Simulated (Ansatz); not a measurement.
# One shape, several levels: HOF (hypofluorous acid)

We compute a comparison of 5 runs (UHF/STO-3G, revPBE/STO-3G, wB97M-V/STO-3G, wB97X/STO-3G, CCSD/STO-3G) of HOF (hypofluorous acid). 

The calculation is run with Ansatz 0.2.0.

41 further runs of the same task are left out: 1 that didn't finish, 40 set aside as unsound or not needed.

### 1 The molecule

HOF: 3 atoms, total charge 0, spin state singlet. As SMILES, `OF`. The H3–O1 distance was set to 2.428 Å, away from the relaxed value. At this shape a bond of the SMILES string is far longer than usual.

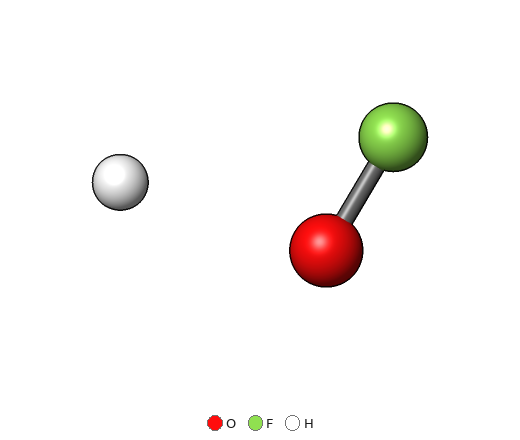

Viewed from a chosen angle; oxygen red, fluorine green, hydrogen white.

### 2 The energy at UHF/STO-3G (run 1)

The input, molecule.yaml:

```yaml
crystal:
  periodic: [false, false, false]
  atoms:
    - {symbol: O, position_ang: [1.339733, 0.742114, 0.827979]}
    - {symbol: F, position_ang: [0.713303, 1.959694, 0.614359]}
    - {symbol: H, position_ang: [-0.202430, -0.823300, -0.203980]}
basis:
  gaussian:
    orbitals: STO-3G
total_charge: 0
magnetization:
  spin_polarized: true
  initial_magnetization: 0
hamiltonian:
  xc: hf
accuracy: high
```

Started as:

```sh
$ ansatz run molecule.yaml --threads 1 --pin off --max-ram 2610MiB --events-out events.jsonl --progress --plain --runs-dir runs
```

The log of the run:

```text
Warning: RAYON_NUM_THREADS=1 ignored (pool sized by the plan → 1); use --threads N
Functional definition: HF
  name "HF"
  exchange = exact_x
  correlation = 0
167 factors; integrals over basis functions are off by at most 3.5e-8 eV
mean field evaluation 1: about -4677.3819 eV, gradient 1.2e1 eV
mean field evaluation 2: about -4677.4865 eV, gradient 1.2e1 eV
mean field evaluation 4: about -4680.8645 eV, gradient 4.7e0 eV
mean field evaluation 8: about -4681.1379 eV, gradient 3.2e-4 eV
mean field evaluation 16: about -4681.2165 eV, gradient 1.0e0 eV
mean field evaluation 32: about -4684.7499 eV, gradient 1.2e1 eV
mean field evaluation 64: about -4682.9221 eV, gradient 1.7e1 eV
mean field evaluation 96: about -4677.6852 eV, gradient 2.1e1 eV
mean field evaluation 128: about -4687.6270 eV, gradient 2.3e-2 eV
mean field evaluation 160: about -4679.8173 eV, gradient 1.1e1 eV
mean field evaluation 192: about -4684.3570 eV, gradient 6.7e0 eV
mean field -4687.62913894 eV, -172.2671934669 hartree, gradient 1.7e-8 eV, S^2 1.055552; 8 other end points of the search recorded, 0 dependent functions left out
reference -4687.62913894 eV, -172.2671934669 hartree; 9, 9 occupied and 2, 2 virtual orbitals, 167 factors
Total energy: -4687.62913894 eV, -172.2671934669 hartree
```

It took 0.14 s on 1 thread of Arm Neoverse V2, shared host.

### 3 The energy at revPBE/STO-3G (run 2)

The input, input.yaml:

```yaml
basis:
  gaussian: {orbitals: STO-3G}
crystal:
  periodic: [false, false, false]
  atoms:
    - symbol: O
      position_ang: [1.339733, 0.742114, 0.827979]
    - symbol: F
      position_ang: [0.713303, 1.959694, 0.614359]
    - symbol: H
      position_ang: [-0.202430, -0.823300, -0.203980]
hamiltonian: {xc: {name: revPBE}}
accuracy: high
```

Started as:

```sh
$ ansatz run input.yaml --threads 1 --pin off --max-ram 2610MiB --events-out events.jsonl --progress --plain --runs-dir runs
```

The log of the run:

```text
Warning: RAYON_NUM_THREADS=1 ignored (pool sized by the plan → 1); use --threads N
Functional definition: revPBE
  name "revPBE"
  parameter kappa = 1.245
  parameter beta = 0.06672455060314922
  exchange = pbe_x(kappa = kappa, mu = beta*pi^2/3)
  correlation = pbe_c(beta = beta)
167 factors; integrals over basis functions are off by at most 3.5e-8 eV
mean field evaluation 1: about -4692.2664 eV, gradient 3.5e1 eV
mean field evaluation 2: about -4686.2156 eV, gradient 3.3e1 eV
mean field evaluation 4: about -4689.7978 eV, gradient 1.9e1 eV
mean field evaluation 8: about -4702.7350 eV, gradient 1.2e1 eV
mean field evaluation 16: about -4703.5243 eV, gradient 1.9e-8 eV
mean field evaluation 32: about -4703.1626 eV, gradient 1.5e0 eV
mean field -4703.52431527 eV, -172.8513304230 hartree, gradient 1.9e-8 eV, S^2 0.000000; 5 other end points of the search recorded, 0 dependent functions left out
reference -4703.52431657 eV, -172.8513304705 hartree; 9, 9 occupied and 2, 2 virtual orbitals, 167 factors
Total energy: -4703.52431657 eV, -172.8513304705 hartree
```

It took 0.72 s on 1 thread of Arm Neoverse V2, shared host.

Run 3 isn't shown in full; the table further down has it.

### 4 The energy at wB97X/STO-3G (run 4)

The input, in.yaml:

```yaml
crystal:
  periodic: [false, false, false]
  atoms:
    - symbol: O
      position_ang: [1.339733, 0.742114, 0.827979]
    - symbol: F
      position_ang: [0.713303, 1.959694, 0.614359]
    - symbol: H
      position_ang: [-0.202430, -0.823300, -0.203980]
basis:
  gaussian: {orbitals: STO-3G}
magnetization: {spin_polarized: false, initial_magnetization: 0}
hamiltonian: {xc: {name: wB97X}}
accuracy: high
```

Started as:

```sh
$ ansatz run in.yaml --threads 1 --pin off --max-ram 2610MiB --events-out events.jsonl --progress --plain --runs-dir runs
```

The log of the run, shortened:

```text
Warning: RAYON_NUM_THREADS=1 ignored (pool sized by the plan → 1); use --threads N
Functional definition: wB97X
  name "wB97X"
[...]
      + exact_x_lr(omega)
[...]
      + integral(e_c_pw_opposite_spin*poly(b97_u_opposite, 1, cos1, cos2, cos3, cos4))
167 factors; integrals over basis functions are off by at most 3.5e-8 eV
88 factors; integrals over basis functions are off by at most 1.1e-9 eV
[...]
mean field -4702.21306096 eV, -172.8031427158 hartree, gradient 2.5e-8 eV, S^2 0.000000; 1 other end points of the search recorded, 0 dependent functions left out
reference -4702.21306000 eV, -172.8031426805 hartree; 9, 9 occupied and 2, 2 virtual orbitals, 167 factors
Total energy: -4702.21306000 eV, -172.8031426805 hartree
```

It took 1.8 s on 1 thread of Arm Neoverse V2, shared host; peak memory 0.16 GiB.

### 5 The energy at CCSD/STO-3G (run 5)

The input, job.yaml:

```yaml
crystal:
  periodic: [false, false, false]
  atoms:
    - {symbol: O, position_ang: [1.339733, 0.742114, 0.827979]}
    - {symbol: F, position_ang: [0.713303, 1.959694, 0.614359]}
    - {symbol: H, position_ang: [-0.202430, -0.823300, -0.203980]}
basis:
  gaussian: {orbitals: STO-3G}
correlation: {method: ccsd, frozen_orbitals: {F: 1, H: 0, O: 1}}
accuracy: high
scf: {omitted_lower_state_checks: [cluster_reference, increment]}
```

Started as:

```sh
$ ansatz run job.yaml --threads 1 --pin off --max-ram 2610MiB --events-out events.jsonl --progress --plain --runs-dir runs
```

The log of the run:

```text
Warning: RAYON_NUM_THREADS=1 ignored (pool sized by the plan → 1); use --threads N
[... 11 lines left out ...]
2 core orbitals not correlated: weight in the atoms' cores, before any rotation towards them, 1.000 or more for the frozen orbitals, at most 0.000 for the correlated occupied ones
[... 34 lines left out ...]
WARN: these amplitudes may be one of several solutions (largest doubles amplitude 0.79, level shift 15.00 eV)
Total energy: -4689.31811045 eV, -172.3292620249 hartree
Checks for a lower state left out: cluster_reference, increment
```

It took 0.08 s on 1 thread of Arm Neoverse V2, shared host.

### 6 Overview of the runs

```
run           level  frozen core orbitals  energy (Eh)  wall time
  1      UHF/STO-3G                     –  -172.267193     0.14 s
  2   revPBE/STO-3G                     –  -172.851330     0.72 s
  3  wB97M-V/STO-3G                     –  -172.831112      5.4 s
  4    wB97X/STO-3G                     –  -172.803143      1.8 s
  5     CCSD/STO-3G                     2  -172.329262     0.08 s
```

### 7 Results

```
                                          quantity          value
                               run 5: total energy  -172.32926 Eh
run 5: correlation energy (2 core orbitals frozen)     -300.7 mEh
                              run 5: T1 diagnostic          0.024
```

Totals of different functionals can't be ranked against each other. In run 5 the log says that unrestricted orbitals would lower the reference, so the values rest on an unstable closed-shell determinant (other closed-shell runs at this shape may share the fault). In runs 1, 2, 3, 4, 5 the basis is minimal, so the values are rough. In runs 2, 3, 4, 5 a closed-shell determinant meets a far-stretched bond, which it describes badly. Spin contamination of the reference: run 1 ⟨S²⟩ = 1.06. Where it is this large, the reference is a mixture of spin states, and values that rest on it are in doubt. All runs together took 8.1 s, the longest 5.4 s.
